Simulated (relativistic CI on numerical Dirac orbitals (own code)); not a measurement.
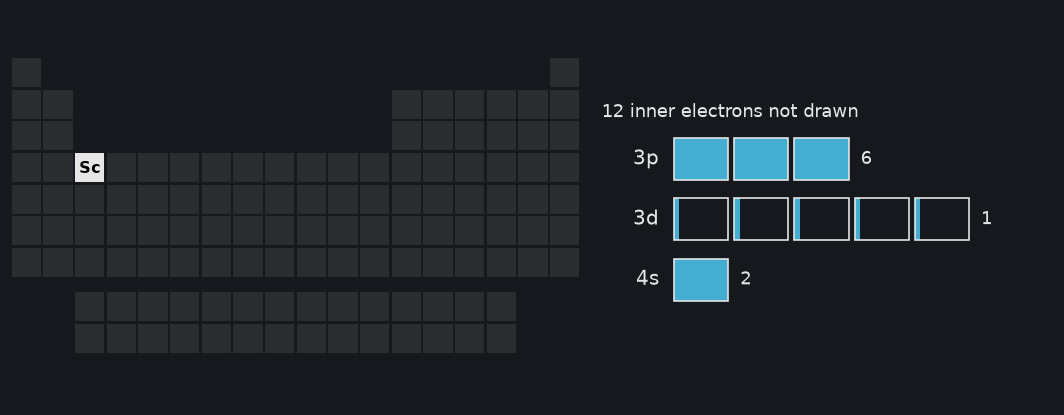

**Figure 1.** Left, the place of scandium in the periodic table; right, the outer shells of the leading configuration of the lowest level: a box for each of the 2l + 1 orbitals, shaded by the share of the shell that is filled, with the electron count at the right.

Sc: relativistic CI calculation

Sc. Computed at this level: non-relativistic limit (c times 1000) of the Dirac-Coulomb CI, KLI orbitals optimised for each configuration, valence Slater integrals scaled by 0.85, P86 correlation energy added to each configuration (relativistic CI on numerical Dirac orbitals, in-house).

## The input
```
atom Sc  Z=21  charge=0  electrons=21
nucleus A=45  rms_radius_fm=3.5459
hamiltonian dirac-coulomb  breit=off  qed=off  c_scale=1000
orbitals kli  potential=per-configuration
slater_scale 0.85
correlation p86
mixing on
configurations
  [Ar] 3d 4s2
  [Ar] 3d2 4s
  [Ar] 3d 4s 4p
  [Ar] 4s2 4p
  [Ar] 3d2 4p
  [Ar] 3d3
  [Ar] 3d 4s 4d
  [Ar] 3d 4s 4f
  [Ar] 4s2 5p
  [Ar] 3d 4s 5s
  [Ar] 4s2 6s
  [Ar] 4s2 5d
  [Ar] 3d2 4d
  [Ar] 4s2 6p
  [Ar] 3d 4s 5p
  [Ar] 3d 4p2
  [Ar] 4p3
  [Ar] 4p2 5p
end
```

The run was one of a batch that the task file lists, launched with:
```bash
python <driver script> task.json out
```

The program writes its results to a structured record and prints no log; tables and figures of this report are taken from that record.

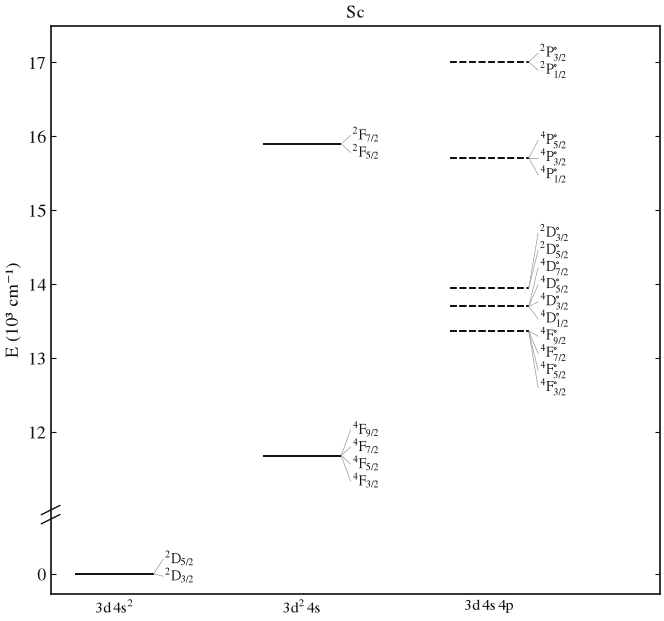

**Figure 2.** Level diagram of neutral scandium. The lowest level is 3d 4s² ²D₃/₂. The first excited level, 3d 4s² ²D₅/₂, lies at 0.000182 cm⁻¹. The lowest level of opposite parity, 3d 4s 4p ⁴F°₃/₂, is at 13,400 cm⁻¹. The levels are close to LS coupling (mean leading weight 93 % in LS and 60 % in jj).

| Configuration | Level | E (cm⁻¹) |
| --- | --- | --- |
| 3d 4s² | ²D₃/₂ | 0 |
| 3d 4s² | ²D₅/₂ | 0.000182 |
| 3d² 4s | ⁴F₃/₂ | 11,680 |
| 3d² 4s | ⁴F₅/₂ | 11,680 |
| 3d² 4s | ⁴F₇/₂ | 11,680 |
| 3d² 4s | ⁴F₉/₂ | 11,680 |
| 3d 4s 4p | ⁴F°₃/₂ | 13,360 |
| 3d 4s 4p | ⁴F°₅/₂ | 13,360 |
| 3d 4s 4p | ⁴F°₇/₂ | 13,360 |
| 3d 4s 4p | ⁴F°₉/₂ | 13,360 |
| 3d 4s 4p | ⁴D°₁/₂ | 13,690 |
| 3d 4s 4p | ⁴D°₃/₂ | 13,690 |
| 3d 4s 4p | ⁴D°₅/₂ | 13,690 |
| 3d 4s 4p | ⁴D°₇/₂ | 13,690 |
| 3d 4s 4p | ²D°₅/₂ | 13,940 |
| 3d 4s 4p | ²D°₃/₂ | 13,940 |
| 3d 4s 4p | ⁴P°₁/₂ | 15,710 |
| 3d 4s 4p | ⁴P°₃/₂ | 15,710 |

## Results in brief

- outcome: converged
- lowest level: 3d 4s² ²D₃/₂
- first excited level: 3d 4s² ²D₅/₂, 0 cm⁻¹
- levels computed: 339
- SCF iterations: 200
- hardware: 1 thread of Intel Xeon (Sapphire Rapids), 64 GiB of memory available, shared host
- wall time: 0.76 s

## Remarks

Limits: near-neutral ion: configurations can be misplaced by up to about 10000 cm⁻¹, over 20000 where the f count changes; the fine structure of a weakly bound d or f electron outside closed shells is too small or inverted; only a limited list of configurations is included, so lower levels can be missing.
